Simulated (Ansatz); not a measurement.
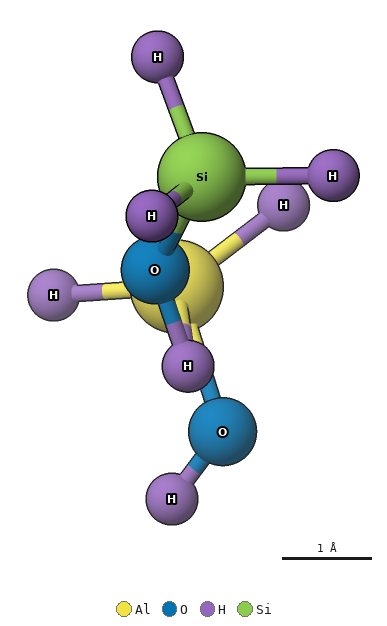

Fig. 1: The starting structure (ball-and-stick view, seen at an oblique angle). Sticks mark near contacts.

# AlSiH₇O₂: molecular dynamics (part 1 of 5)

The run: molecular dynamics of AlSiH₇O₂. Method and program: RKS r2SCAN-D4/6-31G* (Ansatz 0.2.0).

It belongs to a series of runs on one base structure; here: dynamics from the highest image of the converged band.

## Input
```yaml
crystal:
  periodic: [false, false, false]
  atoms:
    - { symbol: Al, position_ang: [-1.441189, -0.282459, 0.554101] }
    - { symbol: O, position_ang: [-0.233909, -1.244787, 1.590695] }
    - { symbol: H, position_ang: [-2.022581, -1.085552, -0.688935] }
    - { symbol: H, position_ang: [-2.301499, 0.736148, 1.426281] }
    - { symbol: H, position_ang: [0.488945, -0.368853, 0.907251] }
    - { symbol: O, position_ang: [0.277712, 0.434552, 0.098194] }
    - { symbol: Si, position_ang: [1.174852, 0.664099, -1.303736] }
    - { symbol: H, position_ang: [-0.242523, -1.085537, 2.545886] }
    - { symbol: H, position_ang: [0.409923, 1.581478, -2.184355] }
    - { symbol: H, position_ang: [2.478811, 1.277408, -0.942078] }
    - { symbol: H, position_ang: [1.411659, -0.626595, -2.003404] }
basis:
  gaussian: { orbitals: "6-31G*" }
hamiltonian:
  xc: r2scan
  dispersion: d4
md:
  timestep: 0.5
  n_steps: 200
  ensemble: nve
  temperature: 300.0
  initial_velocities: maxwell_boltzmann
  seed: 9108
```

Machine: 2 threads of Arm Neoverse V2, 24 GiB of memory available, shared host.

Command:
```bash
ansatz run input.yaml --threads 2 --pin off --max-ram 3072MiB --backend cpu --events-out ev --progress --plain --runs-dir out
```

## Output
```
Engine: ansatz 0.2.0, aarch64-unknown-linux-gnu
Functional definition: r2SCAN
  parameter k0 = 0.174
  parameter k1 = 0.065
  parameter a1 = 4.9479
  exchange = r2scan_x(k0 = k0, k1 = k1, a1 = a1)
  correlation = r2scan_c
1004 factors; their error is unknown
mean field evaluation 1: about -18673.0990 eV, gradient 6.4e1 eV
mean field evaluation 2: about -18654.8430 eV, gradient 1.2e2 eV
mean field evaluation 4: about -18680.0912 eV, gradient 4.4e0 eV
mean field evaluation 8: about -18680.1278 eV, gradient 2.2e-1 eV
mean field evaluation 16: about -18680.0719 eV, gradient 1.2e-5 eV
mean field -18680.07190600 eV, -686.4799807379 hartree, gradient 1.2e-5 eV, S^2 0.000000; 0 other end points of the search recorded, 0 dependent functions left out
the calculation of the forces begins
reference -18680.07192140 eV, -686.4799813040 hartree; 25, 25 occupied and 57, 57 virtual orbitals, 1004 factors
md step     0: t =     0.00 fs  T =   300.0 K  F+E_penalty+E_count = -18680.12233900 eV  E_kin = 0.349002 eV  conserved = -18679.77333700 eV  (26 SCF iters)
these checks for a lower state are left out or cut short: starts, cluster_reference, orbital_swaps, neighbouring_geometries, increment
1004 factors; their error is unknown
mean field -18680.06462878 eV, -686.4797133051 hartree, gradient 1.3e-5 eV, S^2 0.000000; 0 other end points of the search recorded, 0 dependent functions left out
the calculation of the forces begins
reference -18680.06464418 eV, -686.4797138711 hartree; 25, 25 occupied and 57, 57 virtual orbitals, 1004 factors
md step     1: t =     0.50 fs  T =   293.8 K  F+E_penalty+E_count = -18680.11506924 eV  E_kin = 0.341807 eV  conserved = -18679.77326206 eV  (28 SCF iters)
[... from here on the SCF iterations and repeated set-up lines of each step are left out, up to the last step ...]
md step     2: t =     1.00 fs  T =   276.3 K  F+E_penalty+E_count = -18680.09442346 eV  E_kin = 0.321408 eV  conserved = -18679.77301593 eV  (28 SCF iters)
md step     3: t =     1.50 fs  T =   250.8 K  F+E_penalty+E_count = -18680.06437354 eV  E_kin = 0.291710 eV  conserved = -18679.77266389 eV  (28 SCF iters)
md step     4: t =     2.00 fs  T =   222.0 K  F+E_penalty+E_count = -18680.03054455 eV  E_kin = 0.258252 eV  conserved = -18679.77229266 eV  (28 SCF iters)
md step     5: t =     2.50 fs  T =   195.0 K  F+E_penalty+E_count = -18679.99882961 eV  E_kin = 0.226838 eV  conserved = -18679.77199203 eV  (29 SCF iters)
md step     6: t =     3.00 fs  T =   173.8 K  F+E_penalty+E_count = -18679.97397139 eV  E_kin = 0.202137 eV  conserved = -18679.77183473 eV  (28 SCF iters)
md step     7: t =     3.50 fs  T =   160.4 K  F+E_penalty+E_count = -18679.95844605 eV  E_kin = 0.186595 eV  conserved = -18679.77185114 eV  (28 SCF iters)
md step     8: t =     4.00 fs  T =   154.7 K  F+E_penalty+E_count = -18679.95202141 eV  E_kin = 0.180009 eV  conserved = -18679.77201262 eV  (28 SCF iters)
md step     9: t =     4.50 fs  T =   154.7 K  F+E_penalty+E_count = -18679.95222234 eV  E_kin = 0.179984 eV  conserved = -18679.77223830 eV  (28 SCF iters)
md step    10: t =     5.00 fs  T =   157.4 K  F+E_penalty+E_count = -18679.95557431 eV  E_kin = 0.183143 eV  conserved = -18679.77243135 eV  (28 SCF iters)
md step    11: t =     5.50 fs  T =   160.3 K  F+E_penalty+E_count = -18679.95906103 eV  E_kin = 0.186530 eV  conserved = -18679.77253090 eV  (29 SCF iters)
md step    12: t =     6.00 fs  T =   162.0 K  F+E_penalty+E_count = -18679.96102937 eV  E_kin = 0.188485 eV  conserved = -18679.77254399 eV  (29 SCF iters)
md step    13: t =     6.50 fs  T =   162.1 K  F+E_penalty+E_count = -18679.96107805 eV  E_kin = 0.188546 eV  conserved = -18679.77253230 eV  (28 SCF iters)
md step    14: t =     7.00 fs  T =   160.4 K  F+E_penalty+E_count = -18679.95916598 eV  E_kin = 0.186613 eV  conserved = -18679.77255282 eV  (28 SCF iters)
md step    15: t =     7.50 fs  T =   156.6 K  F+E_penalty+E_count = -18679.95479467 eV  E_kin = 0.182189 eV  conserved = -18679.77260608 eV  (28 SCF iters)
md step    16: t =     8.00 fs  T =   149.9 K  F+E_penalty+E_count = -18679.94701440 eV  E_kin = 0.174376 eV  conserved = -18679.77263845 eV  (28 SCF iters)
md step    17: t =     8.50 fs  T =   139.8 K  F+E_penalty+E_count = -18679.93522948 eV  E_kin = 0.162639 eV  conserved = -18679.77259026 eV  (27 SCF iters)
md step    18: t =     9.00 fs  T =   126.9 K  F+E_penalty+E_count = -18679.92010225 eV  E_kin = 0.147661 eV  conserved = -18679.77244162 eV  (27 SCF iters)
md step    19: t =     9.50 fs  T =   113.2 K  F+E_penalty+E_count = -18679.90387302 eV  E_kin = 0.131651 eV  conserved = -18679.77222156 eV  (28 SCF iters)
md step    20: t =    10.00 fs  T =   101.4 K  F+E_penalty+E_count = -18679.88993216 eV  E_kin = 0.117945 eV  conserved = -18679.77198754 eV  (28 SCF iters)
md step    21: t =    10.50 fs  T =    94.7 K  F+E_penalty+E_count = -18679.88193025 eV  E_kin = 0.110132 eV  conserved = -18679.77179821 eV  (28 SCF iters)
md step    22: t =    11.00 fs  T =    95.5 K  F+E_penalty+E_count = -18679.88283446 eV  E_kin = 0.111136 eV  conserved = -18679.77169799 eV  (28 SCF iters)
md step    23: t =    11.50 fs  T =   105.3 K  F+E_penalty+E_count = -18679.89421889 eV  E_kin = 0.122512 eV  conserved = -18679.77170675 eV  (28 SCF iters)
md step    24: t =    12.00 fs  T =   123.9 K  F+E_penalty+E_count = -18679.91594219 eV  E_kin = 0.144124 eV  conserved = -18679.77181849 eV  (28 SCF iters)
md step    25: t =    12.50 fs  T =   149.8 K  F+E_penalty+E_count = -18679.94625434 eV  E_kin = 0.174253 eV  conserved = -18679.77200155 eV  (28 SCF iters)
md step    26: t =    13.00 fs  T =   180.6 K  F+E_penalty+E_count = -18679.98231792 eV  E_kin = 0.210113 eV  conserved = -18679.77220531 eV  (27 SCF iters)
md step    27: t =    13.50 fs  T =   213.7 K  F+E_penalty+E_count = -18680.02103344 eV  E_kin = 0.248660 eV  conserved = -18679.77237364 eV  (27 SCF iters)
md step    28: t =    14.00 fs  T =   247.1 K  F+E_penalty+E_count = -18680.05991790 eV  E_kin = 0.287444 eV  conserved = -18679.77247375 eV  (27 SCF iters)
md step    29: t =    14.50 fs  T =   279.4 K  F+E_penalty+E_count = -18680.09761574 eV  E_kin = 0.325093 eV  conserved = -18679.77252244 eV  (27 SCF iters)
md step    30: t =    15.00 fs  T =   310.4 K  F+E_penalty+E_count = -18680.13365004 eV  E_kin = 0.361061 eV  conserved = -18679.77258940 eV  (27 SCF iters)
md step    31: t =    15.50 fs  T =   339.2 K  F+E_penalty+E_count = -18680.16739338 eV  E_kin = 0.394633 eV  conserved = -18679.77276017 eV  (27 SCF iters)
md step    32: t =    16.00 fs  T =   364.3 K  F+E_penalty+E_count = -18680.19685096 eV  E_kin = 0.423782 eV  conserved = -18679.77306930 eV  (27 SCF iters)
md step    33: t =    16.50 fs  T =   382.3 K  F+E_penalty+E_count = -18680.21824188 eV  E_kin = 0.444795 eV  conserved = -18679.77344705 eV  (27 SCF iters)
md step    34: t =    17.00 fs  T =   389.8 K  F+E_penalty+E_count = -18680.22713290 eV  E_kin = 0.453420 eV  conserved = -18679.77371331 eV  (27 SCF iters)
md step    35: t =    17.50 fs  T =   384.7 K  F+E_penalty+E_count = -18680.22117426 eV  E_kin = 0.447551 eV  conserved = -18679.77362369 eV  (27 SCF iters)
md step    36: t =    18.00 fs  T =   370.1 K  F+E_penalty+E_count = -18680.20360124 eV  E_kin = 0.430595 eV  conserved = -18679.77300646 eV  (27 SCF iters)
md step    37: t =    18.50 fs  T =   355.2 K  F+E_penalty+E_count = -18680.18528799 eV  E_kin = 0.413272 eV  conserved = -18679.77201642 eV  (27 SCF iters)
md step    38: t =    19.00 fs  T =   352.9 K  F+E_penalty+E_count = -18680.18185472 eV  E_kin = 0.410595 eV  conserved = -18679.77125960 eV  (26 SCF iters)
md step    39: t =    19.50 fs  T =   372.4 K  F+E_penalty+E_count = -18680.20459787 eV  E_kin = 0.433190 eV  conserved = -18679.77140836 eV  (27 SCF iters)
md step    40: t =    20.00 fs  T =   411.3 K  F+E_penalty+E_count = -18680.25104564 eV  E_kin = 0.478537 eV  conserved = -18679.77250859 eV  (27 SCF iters)
md step    41: t =    20.50 fs  T =   456.1 K  F+E_penalty+E_count = -18680.30450952 eV  E_kin = 0.530634 eV  conserved = -18679.77387517 eV  (27 SCF iters)
md step    42: t =    21.00 fs  T =   489.3 K  F+E_penalty+E_count = -18680.34396295 eV  E_kin = 0.569217 eV  conserved = -18679.77474566 eV  (27 SCF iters)
md step    43: t =    21.50 fs  T =   499.0 K  F+E_penalty+E_count = -18680.35533929 eV  E_kin = 0.580503 eV  conserved = -18679.77483677 eV  (27 SCF iters)
md step    44: t =    22.00 fs  T =   483.0 K  F+E_penalty+E_count = -18680.33625669 eV  E_kin = 0.561948 eV  conserved = -18679.77430904 eV  (27 SCF iters)
md step    45: t =    22.50 fs  T =   447.5 K  F+E_penalty+E_count = -18680.29411039 eV  E_kin = 0.520639 eV  conserved = -18679.77347169 eV  (27 SCF iters)
md step    46: t =    23.00 fs  T =   403.1 K  F+E_penalty+E_count = -18680.24153664 eV  E_kin = 0.468942 eV  conserved = -18679.77259447 eV  (27 SCF iters)
md step    47: t =    23.50 fs  T =   361.3 K  F+E_penalty+E_count = -18680.19215126 eV  E_kin = 0.420282 eV  conserved = -18679.77186905 eV  (27 SCF iters)
md step    48: t =    24.00 fs  T =   331.8 K  F+E_penalty+E_count = -18680.15737233 eV  E_kin = 0.385949 eV  conserved = -18679.77142323 eV  (27 SCF iters)
md step    49: t =    24.50 fs  T =   320.6 K  F+E_penalty+E_count = -18680.14425581 eV  E_kin = 0.372924 eV  conserved = -18679.77133186 eV  (27 SCF iters)
md step    50: t =    25.00 fs  T =   328.9 K  F+E_penalty+E_count = -18680.15424262 eV  E_kin = 0.382622 eV  conserved = -18679.77162018 eV  (28 SCF iters)
md step    51: t =    25.50 fs  T =   352.9 K  F+E_penalty+E_count = -18680.18278640 eV  E_kin = 0.410521 eV  conserved = -18679.77226568 eV  (27 SCF iters)
md step    52: t =    26.00 fs  T =   383.9 K  F+E_penalty+E_count = -18680.21984144 eV  E_kin = 0.446651 eV  conserved = -18679.77319042 eV  (27 SCF iters)
md step    53: t =    26.50 fs  T =   410.2 K  F+E_penalty+E_count = -18680.25140290 eV  E_kin = 0.477205 eV  conserved = -18679.77419775 eV  (27 SCF iters)
md step    54: t =    27.00 fs  T =   419.6 K  F+E_penalty+E_count = -18680.26304428 eV  E_kin = 0.488190 eV  conserved = -18679.77485472 eV  (27 SCF iters)
md step    55: t =    27.50 fs  T =   405.8 K  F+E_penalty+E_count = -18680.24670896 eV  E_kin = 0.472133 eV  conserved = -18679.77457614 eV  (27 SCF iters)
md step    56: t =    28.00 fs  T =   374.8 K  F+E_penalty+E_count = -18680.20909820 eV  E_kin = 0.435991 eV  conserved = -18679.77310732 eV  (27 SCF iters)
md step    57: t =    28.50 fs  T =   346.3 K  F+E_penalty+E_count = -18680.17408021 eV  E_kin = 0.402810 eV  conserved = -18679.77127016 eV  (27 SCF iters)
md step    58: t =    29.00 fs  T =   342.8 K  F+E_penalty+E_count = -18680.16947264 eV  E_kin = 0.398759 eV  conserved = -18679.77071405 eV  (26 SCF iters)
md step    59: t =    29.50 fs  T =   370.7 K  F+E_penalty+E_count = -18680.20338727 eV  E_kin = 0.431261 eV  conserved = -18679.77212612 eV  (28 SCF iters)
md step    60: t =    30.00 fs  T =   413.1 K  F+E_penalty+E_count = -18680.25480845 eV  E_kin = 0.480521 eV  conserved = -18679.77428789 eV  (27 SCF iters)
md step    61: t =    30.50 fs  T =   442.9 K  F+E_penalty+E_count = -18680.29076778 eV  E_kin = 0.515216 eV  conserved = -18679.77555139 eV  (28 SCF iters)
md step    62: t =    31.00 fs  T =   442.8 K  F+E_penalty+E_count = -18680.29049934 eV  E_kin = 0.515117 eV  conserved = -18679.77538215 eV  (28 SCF iters)
md step    63: t =    31.50 fs  T =   412.9 K  F+E_penalty+E_count = -18680.25464343 eV  E_kin = 0.480400 eV  conserved = -18679.77424374 eV  (28 SCF iters)
md step    64: t =    32.00 fs  T =   366.6 K  F+E_penalty+E_count = -18680.19937626 eV  E_kin = 0.426537 eV  conserved = -18679.77283897 eV  (27 SCF iters)
md step    65: t =    32.50 fs  T =   321.7 K  F+E_penalty+E_count = -18680.14589576 eV  E_kin = 0.374204 eV  conserved = -18679.77169180 eV  (28 SCF iters)
md step    66: t =    33.00 fs  T =   293.1 K  F+E_penalty+E_count = -18680.11200632 eV  E_kin = 0.340930 eV  conserved = -18679.77107662 eV  (28 SCF iters)
md step    67: t =    33.50 fs  T =   289.2 K  F+E_penalty+E_count = -18680.10745238 eV  E_kin = 0.336391 eV  conserved = -18679.77106132 eV  (28 SCF iters)
md step    68: t =    34.00 fs  T =   310.3 K  F+E_penalty+E_count = -18680.13255860 eV  E_kin = 0.360976 eV  conserved = -18679.77158292 eV  (28 SCF iters)
md step    69: t =    34.50 fs  T =   349.5 K  F+E_penalty+E_count = -18680.17909743 eV  E_kin = 0.406575 eV  conserved = -18679.77252241 eV  (28 SCF iters)
md step    70: t =    35.00 fs  T =   394.2 K  F+E_penalty+E_count = -18680.23227726 eV  E_kin = 0.458550 eV  conserved = -18679.77372764 eV  (28 SCF iters)
md step    71: t =    35.50 fs  T =   428.6 K  F+E_penalty+E_count = -18680.27352927 eV  E_kin = 0.498593 eV  conserved = -18679.77493599 eV  (28 SCF iters)
md step    72: t =    36.00 fs  T =   438.0 K  F+E_penalty+E_count = -18680.28515619 eV  E_kin = 0.509511 eV  conserved = -18679.77564544 eV  (27 SCF iters)
md step    73: t =    36.50 fs  T =   415.3 K  F+E_penalty+E_count = -18680.25834362 eV  E_kin = 0.483160 eV  conserved = -18679.77518381 eV  (28 SCF iters)
md step    74: t =    37.00 fs  T =   369.1 K  F+E_penalty+E_count = -18680.20270055 eV  E_kin = 0.429369 eV  conserved = -18679.77333119 eV  (27 SCF iters)
md step    75: t =    37.50 fs  T =   323.8 K  F+E_penalty+E_count = -18680.14786702 eV  E_kin = 0.376691 eV  conserved = -18679.77117561 eV  (29 SCF iters)
md step    76: t =    38.00 fs  T =   305.7 K  F+E_penalty+E_count = -18680.12630897 eV  E_kin = 0.355683 eV  conserved = -18679.77062645 eV  (28 SCF iters)
md step    77: t =    38.50 fs  T =   321.4 K  F+E_penalty+E_count = -18680.14608541 eV  E_kin = 0.373871 eV  conserved = -18679.77221485 eV  (26 SCF iters)
md step    78: t =    39.00 fs  T =   351.8 K  F+E_penalty+E_count = -18680.18361533 eV  E_kin = 0.409283 eV  conserved = -18679.77433214 eV  (28 SCF iters)
md step    79: t =    39.50 fs  T =   370.5 K  F+E_penalty+E_count = -18680.20628030 eV  E_kin = 0.431023 eV  conserved = -18679.77525682 eV  (28 SCF iters)
md step    80: t =    40.00 fs  T =   363.8 K  F+E_penalty+E_count = -18680.19788868 eV  E_kin = 0.423171 eV  conserved = -18679.77471801 eV  (27 SCF iters)
md step    81: t =    40.50 fs  T =   335.9 K  F+E_penalty+E_count = -18680.16426355 eV  E_kin = 0.390806 eV  conserved = -18679.77345750 eV  (27 SCF iters)
md step    82: t =    41.00 fs  T =   301.7 K  F+E_penalty+E_count = -18680.12322195 eV  E_kin = 0.350948 eV  conserved = -18679.77227360 eV  (27 SCF iters)
md step    83: t =    41.50 fs  T =   275.9 K  F+E_penalty+E_count = -18680.09250547 eV  E_kin = 0.320925 eV  conserved = -18679.77158040 eV  (27 SCF iters)
md step    84: t =    42.00 fs  T =   267.8 K  F+E_penalty+E_count = -18680.08293505 eV  E_kin = 0.311514 eV  conserved = -18679.77142087 eV  (28 SCF iters)
md step    85: t =    42.50 fs  T =   279.8 K  F+E_penalty+E_count = -18680.09717936 eV  E_kin = 0.325516 eV  conserved = -18679.77166293 eV  (29 SCF iters)
md step    86: t =    43.00 fs  T =   308.8 K  F+E_penalty+E_count = -18680.13144937 eV  E_kin = 0.359267 eV  conserved = -18679.77218210 eV  (28 SCF iters)
md step    87: t =    43.50 fs  T =   347.7 K  F+E_penalty+E_count = -18680.17739526 eV  E_kin = 0.404465 eV  conserved = -18679.77293071 eV  (27 SCF iters)
md step    88: t =    44.00 fs  T =   386.2 K  F+E_penalty+E_count = -18680.22313275 eV  E_kin = 0.449263 eV  conserved = -18679.77386995 eV  (29 SCF iters)
md step    89: t =    44.50 fs  T =   412.2 K  F+E_penalty+E_count = -18680.25432870 eV  E_kin = 0.479509 eV  conserved = -18679.77482001 eV  (28 SCF iters)
md step    90: t =    45.00 fs  T =   414.5 K  F+E_penalty+E_count = -18680.25750077 eV  E_kin = 0.482174 eV  conserved = -18679.77532634 eV  (28 SCF iters)
md step    91: t =    45.50 fs  T =   388.9 K  F+E_penalty+E_count = -18680.22714534 eV  E_kin = 0.452369 eV  conserved = -18679.77477665 eV  (27 SCF iters)
md step    92: t =    46.00 fs  T =   345.0 K  F+E_penalty+E_count = -18680.17431536 eV  E_kin = 0.401300 eV  conserved = -18679.77301502 eV  (27 SCF iters)
md step    93: t =    46.50 fs  T =   306.3 K  F+E_penalty+E_count = -18680.12740312 eV  E_kin = 0.356325 eV  conserved = -18679.77107830 eV  (29 SCF iters)
md step    94: t =    47.00 fs  T =   296.8 K  F+E_penalty+E_count = -18680.11587446 eV  E_kin = 0.345224 eV  conserved = -18679.77065014 eV  (29 SCF iters)
md step    95: t =    47.50 fs  T =   321.6 K  F+E_penalty+E_count = -18680.14621213 eV  E_kin = 0.374092 eV  conserved = -18679.77212055 eV  (28 SCF iters)
md step    96: t =    48.00 fs  T =   363.2 K  F+E_penalty+E_count = -18680.19658248 eV  E_kin = 0.422549 eV  conserved = -18679.77403303 eV  (26 SCF iters)
md step    97: t =    48.50 fs  T =   397.6 K  F+E_penalty+E_count = -18680.23738870 eV  E_kin = 0.462498 eV  conserved = -18679.77489093 eV  (27 SCF iters)
md step    98: t =    49.00 fs  T =   411.7 K  F+E_penalty+E_count = -18680.25349698 eV  E_kin = 0.478999 eV  conserved = -18679.77449767 eV  (27 SCF iters)
md step    99: t =    49.50 fs  T =   408.3 K  F+E_penalty+E_count = -18680.24854954 eV  E_kin = 0.475000 eV  conserved = -18679.77354925 eV  (27 SCF iters)
md step   100: t =    50.00 fs  T =   397.8 K  F+E_penalty+E_count = -18680.23553528 eV  E_kin = 0.462787 eV  conserved = -18679.77274787 eV  (28 SCF iters)
md step   101: t =    50.50 fs  T =   390.1 K  F+E_penalty+E_count = -18680.22621956 eV  E_kin = 0.453835 eV  conserved = -18679.77238431 eV  (28 SCF iters)
md step   102: t =    51.00 fs  T =   390.1 K  F+E_penalty+E_count = -18680.22622452 eV  E_kin = 0.453832 eV  conserved = -18679.77239227 eV  (28 SCF iters)
md step   103: t =    51.50 fs  T =   397.9 K  F+E_penalty+E_count = -18680.23547966 eV  E_kin = 0.462880 eV  conserved = -18679.77259941 eV  (28 SCF iters)
md step   104: t =    52.00 fs  T =   410.6 K  F+E_penalty+E_count = -18680.25057641 eV  E_kin = 0.477660 eV  conserved = -18679.77291615 eV  (28 SCF iters)
md step   105: t =    52.50 fs  T =   423.6 K  F+E_penalty+E_count = -18680.26618954 eV  E_kin = 0.492826 eV  conserved = -18679.77336329 eV  (28 SCF iters)
md step   106: t =    53.00 fs  T =   430.8 K  F+E_penalty+E_count = -18680.27508104 eV  E_kin = 0.501123 eV  conserved = -18679.77395791 eV  (28 SCF iters)
md step   107: t =    53.50 fs  T =   424.4 K  F+E_penalty+E_count = -18680.26829171 eV  E_kin = 0.493743 eV  conserved = -18679.77454873 eV  (27 SCF iters)
md step   108: t =    54.00 fs  T =   398.1 K  F+E_penalty+E_count = -18680.23788870 eV  E_kin = 0.463177 eV  conserved = -18679.77471174 eV  (27 SCF iters)
md step   109: t =    54.50 fs  T =   352.0 K  F+E_penalty+E_count = -18680.18345404 eV  E_kin = 0.409523 eV  conserved = -18679.77393147 eV  (27 SCF iters)
md step   110: t =    55.00 fs  T =   298.1 K  F+E_penalty+E_count = -18680.11904914 eV  E_kin = 0.346812 eV  conserved = -18679.77223758 eV  (27 SCF iters)
md step   111: t =    55.50 fs  T =   258.4 K  F+E_penalty+E_count = -18680.07138467 eV  E_kin = 0.300633 eV  conserved = -18679.77075199 eV  (28 SCF iters)
md step   112: t =    56.00 fs  T =   250.9 K  F+E_penalty+E_count = -18680.06276111 eV  E_kin = 0.291880 eV  conserved = -18679.77088090 eV  (28 SCF iters)
```
